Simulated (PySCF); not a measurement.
# C₂H₃Ga: one change and its effect

System: C₂H₃Ga, SMILES C#[C][GaH2].
Method of the first run: TDDFT PBE0/def2-TZVPD, vertical, gas phase, core orbitals frozen in the response (PySCF 2.14.0).

The geometry comes from this level: PBE0-D3(BJ)/def2-SVP. Text and figures count atoms from 1; the logs count them from 0 in places.

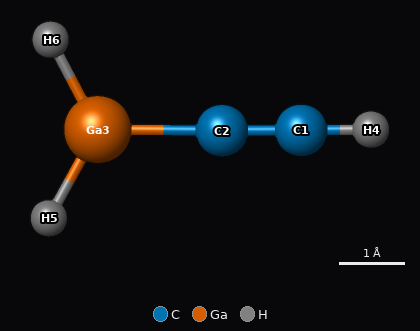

The input geometry (ball-and-stick view, seen on its broad side; atoms are numbered from 1 in the order of the input). Sticks mark near contacts.

## Input file, the first run
```
{"job": {"kind": "uv", "xc": "PBE0", "basis": "def2-TZVPD"}, "charge": 0, "multiplicity": 1}
C     -1.579008     0.176957     1.039129
C     -0.524766     0.070971     0.432696
Ga     1.122216    -0.127927    -0.527501
H     -2.506164     0.263644     1.578956
H      1.547274     1.007382    -1.513432
H      1.964890    -1.420679    -0.281583
```

The first line tells a small driver script what to run in PySCF; the rest is the geometry in Å.

Launched with:
```bash
OMP_NUM_THREADS=1 python <driver script> task.json out
```

Hardware: 1 CPU thread, shared host.

## Output (the first run)
```
coarse grid: 25192 points
cycle   1  E = -2002.3816877177  dE = -3.298e-01  |g| = 7.984e-01  |ddm| = 4.143e+00
cycle   2  E = -2002.3280451060  dE =  5.364e-02  |g| = 1.066e+00  |ddm| = 4.119e+00
cycle   3  E = -2002.4564979087  dE = -1.285e-01  |g| = 3.291e-02  |ddm| = 2.568e+00
cycle   4  E = -2002.4562397883  dE =  2.581e-04  |g| = 4.548e-02  |ddm| = 9.869e-02
cycle   5  E = -2002.4567552988  dE = -5.155e-04  |g| = 7.202e-03  |ddm| = 4.299e-02
cycle   6  E = -2002.4567685563  dE = -1.326e-05  |g| = 8.762e-04  |ddm| = 1.311e-02
cycle   7  E = -2002.4567687815  dE = -2.252e-07  |g| = 3.147e-04  |ddm| = 2.278e-03
final grid: 51824 points
cycle   8  E = -2002.4567660219  dE =  4.813e-09  |g| = 3.720e-04  |ddm| = 2.111e-02
cycle   9  E = -2002.4567659755  dE =  4.634e-08  |g| = 5.610e-04  |ddm| = 1.583e-03
cycle  10  E = -2002.4567660523  dE = -7.678e-08  |g| = 1.589e-04  |ddm| = 6.522e-04
cycle  11  E = -2002.4567660586  dE = -6.327e-09  |g| = 2.799e-06  |ddm| = 1.757e-04
cycle  12  E = -2002.4567660586  dE =  7.276e-12  |g| = 8.729e-07  |ddm| = 1.905e-05
converged SCF energy = -2002.4567660586

Static polarisability (au): isotropic 52.659, principal 37.645 46.802 73.531

Singlet excitations
state   eV       nm        f      main configurations
  1   4.4079    281.3   0.00000   H->L 0.98
  2   5.2765    235.0   0.06266   H-1->L 0.89, H->L+2 0.09
  3   5.6150    220.8   0.00000   H-2->L 0.98
  4   6.3704    194.6   0.01710   H-3->L 0.99
  5   6.6258    187.1   0.00000   H-1->L+2 0.90
  6   7.2183    171.8   0.20064   H->L+2 0.49, H-1->L+5 0.32
  7   7.2932    170.0   0.00218   H->L+1 0.82, H->L+2 0.09
  8   7.3832    167.9   0.00001   H->L+5 0.89
  9   7.6470    162.1   0.07445   H->L+3 0.90
 10   7.6916    161.2   0.05893   H-1->L+1 0.82

Triplet excitations (Tamm-Dancoff, eV): 4.1317 4.1794 5.1261 5.2453
```

The input of the second run differs as follows (lines with − go, lines with + come):
```diff
-"basis": "def2-TZVPD"
+"basis": "aug-cc-pVTZ"
```

How does the second run compare with the first run?

The total energy of the second run is 22.1 kcal/mol lower, which measures the change of basis and not a stability. The strongest computed line goes from 7.22 to 7.12 eV. The SCF takes 11 iterations against 12. The basis functions go from 155 to 220.

## Output (the second run)
```
coarse grid: 25192 points
cycle   1  E = -2002.4314802378  dE = -3.337e-01  |g| = 5.973e-01  |ddm| = 9.402e+00
cycle   2  E = -2002.4042806067  dE =  2.720e-02  |g| = 6.941e-01  |ddm| = 7.463e+00
cycle   3  E = -2002.4912125276  dE = -8.693e-02  |g| = 5.649e-02  |ddm| = 4.767e+00
cycle   4  E = -2002.4912903982  dE = -7.787e-05  |g| = 5.555e-02  |ddm| = 2.396e-01
cycle   5  E = -2002.4920359318  dE = -7.455e-04  |g| = 9.554e-03  |ddm| = 1.219e-01
cycle   6  E = -2002.4920622115  dE = -2.628e-05  |g| = 1.945e-03  |ddm| = 3.181e-02
cycle   7  E = -2002.4920629544  dE = -7.429e-07  |g| = 1.155e-04  |ddm| = 8.532e-03
final grid: 51824 points
cycle   8  E = -2002.4920481108  dE = -8.783e-09  |g| = 1.574e-04  |ddm| = 1.644e-02
cycle   9  E = -2002.4920480876  dE =  2.323e-08  |g| = 3.399e-04  |ddm| = 9.843e-04
cycle  10  E = -2002.4920481170  dE = -2.944e-08  |g| = 2.945e-05  |ddm| = 4.957e-04
cycle  11  E = -2002.4920481172  dE = -2.292e-10  |g| = 4.352e-06  |ddm| = 1.375e-04
converged SCF energy = -2002.4920481172

Static polarisability (au): isotropic 52.870, principal 37.912 46.914 73.786

Singlet excitations
state   eV       nm        f      main configurations
  1   4.4024    281.6   0.00000   H->L 0.98
  2   5.2642    235.5   0.06292   H-1->L 0.89
  3   5.6058    221.2   0.00000   H-2->L 0.97
  4   6.3645    194.8   0.01748   H-3->L 0.99
  5   6.6017    187.8   0.00000   H-1->L+2 0.89
  6   7.0500    175.9   0.00190   H->L+1 0.90
  7   7.1186    174.2   0.18253   H->L+2 0.56, H-1->L+4 0.22, H-1->L+9 0.10
  8   7.1858    172.5   0.00004   H->L+4 0.74, H->L+9 0.16
  9   7.4269    166.9   0.05804   H-1->L+1 0.85, H-1->L+3 0.12
 10   7.4476    166.5   0.07046   H->L+3 0.82

Triplet excitations (Tamm-Dancoff, eV): 4.1260 4.1772 5.1149 5.2389
```

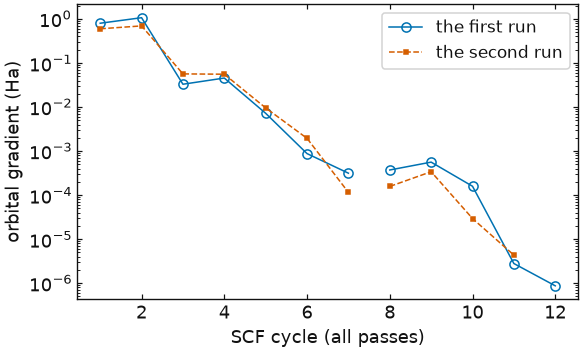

Convergence of the two runs: orbital gradient against the SCF cycle. A break in a curve parts two SCF passes (coarse and final grid). The first run takes 12 cycles in all, and the second run takes 11.

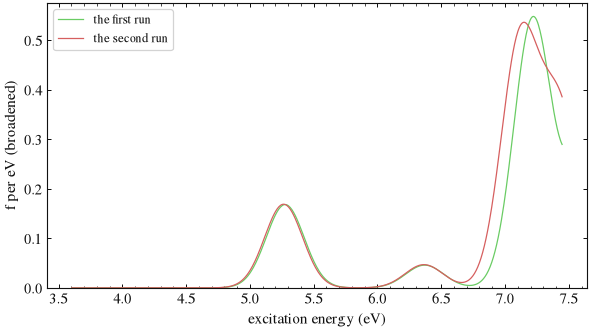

Absorption of the two runs from their computed states, each broadened by a Gaussian of 0.35 eV full width; the range ends where the shorter list of states ends.

## The two runs side by side

| quantity | the first run | the second run |
| --- | --- | --- |
| outcome | converged | converged |
| total energy (hartree) | −2002.456766 | −2002.492048 |
| HOMO (eV) | −7.91 | −7.92 |
| LUMO (eV) | −2.00 | −2.02 |
| dipole moment (D) | 0.19 | 0.19 |
| lowest excitation (eV) | 4.41 | 4.40 |
| SCF iterations | 12 | 11 |
| strongest computed line (eV) | 7.22 | 7.12 |
| basis functions | 155 | 220 |
| wall time (shared host) | 9.2 s | 16 s |

For both runs: Spin–orbit coupling is left out, which matters for the heavy atoms.
